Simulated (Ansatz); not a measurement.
All values below come from PBE (plane waves to 420 eV, PAW; Ansatz, a first-principles code).

Host crystal: zinc-blende InP, with a band gap (PBE, scalar-relativistic without spin-orbit coupling).

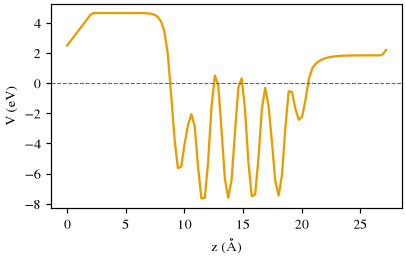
*Planar average of the electrostatic potential across the slab, in eV from the Fermi level, for K on the 1x1 (110) surface of zinc-blende InP (cut with top plane In + P), one in a 1x1 cell, started at the site 'hollow In-In-P-P'*

Set-up: 11 atoms, 8.9 Å thick at the start under the adsorbate (thin: gaps and levels are the slab's own); mesh 6x4x1; 0.01 eV smearing; dipole correction on; 4 atoms held, the rest relaxed; held to the start's symmetry, so lower structures may exist; spin-polarised, ending with about 0.9 μB a cell, a value that depends on the mesh; orders that need a larger cell were not tried, no spin-orbit, no U, no dispersion correction. The slab shows no gap over 0.04 eV on its mesh. At the end it is bonded to 2 In + P. In PBE it is, or lies within 0.03 eV of, the lowest of the starts that converged.

Question: The surface cell has an area of 25.12 Å². What dipole along the normal does the step between the two vacuum levels imply?

Answer: the top vacuum level lies 2.81 eV below the bottom one; p = −ε₀ A ΔV (ε₀ = 0.005526 e/(V·Å)) gives 0.39 e·Å a cell.
